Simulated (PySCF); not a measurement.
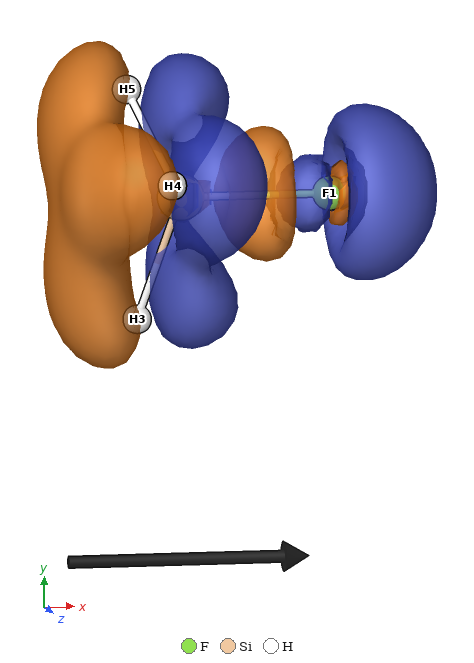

FH3Si, SMILES `F[SiH3]`. Change of the electron density in a uniform field of 0.21 V/Å along +x (arrow), surfaces at ±0.0015 e/Å³ (orange: gain, blue: loss).

Level of theory: PBE/def2-TZVP (PySCF), at a geometry from GFN2-xTB. No frequency check shows the geometry to be a minimum. A basis without diffuse functions makes polarisabilities too small.

Input

```python
import numpy as np
from pyscf import gto, scf, dft
from pyscf.scf import atom_ks, atom_hf
from scipy.linalg import block_diag

def solve(mol, dm0=None, hcore=None):
    mf = (dft.UKS if mol.spin else dft.RKS)(mol, xc='pbe')
    mf.grids.level = 3
    mf = mf.density_fit(auxbasis='def2-universal-jkfit')
    mf.conv_tol, mf.max_cycle = 1e-8, 80
    if hcore is not None:
        mf.get_hcore = lambda *args: hcore
    mf.kernel(dm0)
    if not mf.converged:
        mf = mf.newton().run(mf.mo_coeff, mf.mo_occ, max_cycle=30)
    assert mf.converged, 'SCF not converged'
    return mf

mol = gto.M(atom='''
F      1.09378     0.00001     0.00001
Si    -0.51218     0.00002     0.00001
H     -0.89101    -1.34098    -0.41561
H     -0.89130     0.31042     1.36895
H     -0.89126     1.03020    -0.95348
''', basis='def2-tzvp', charge=0, spin=0, verbose=4)
field = np.array([0.004, 0.0, 0.0])  # atomic units
mol.set_common_orig(mol.atom_charges() @ mol.atom_coords() / mol.atom_charges().sum())
mf = solve(mol)
out = dict(dm0=mf.make_rdm1(), d0=mf.dip_moment(unit='AU'), e0=mf.e_tot)
for name, sign in (('p', 1), ('m', -1)):
    h = mf.get_hcore() + sign * np.einsum('x,xij->ij', field, mol.intor('int1e_r'))
    mi = solve(mol, mf.make_rdm1(), h)
    out.update({'dm' + name: mi.make_rdm1(), 'd' + name: mi.dip_moment(unit='AU'), 'e' + name: mi.e_tot})
# spherically averaged free atoms, for the promolecule
atm = atom_ks.get_atm_nrks(mol, xc='pbe')
pro = block_diag(*[(atm[a[0]][2] * atm[a[0]][3]) @ atm[a[0]][2].T for a in mol._atom])
np.savez('result.npz', pro=pro, **out)
```

Command:

```sh
OMP_NUM_THREADS=1 python input.py
```

The run took 17 s on 1 thread of Arm Neoverse N1 (shared host), peak memory 0.32 GiB.

Partitions, critical points and surface values were worked out afterwards from this run's density.

How large is the response?

Answer. The induced dipole is 0.25 D (along the field); α along this axis, from the fields in both directions, is 24 bohr³ (3.6 Å³).

Which atoms gain and lose the most charge?

Answer. Electrons gather most on Si2 (Hirshfeld charge changes by −0.003 e) and leave F1 most (+0.010 e); 0.027 electrons are displaced in all.
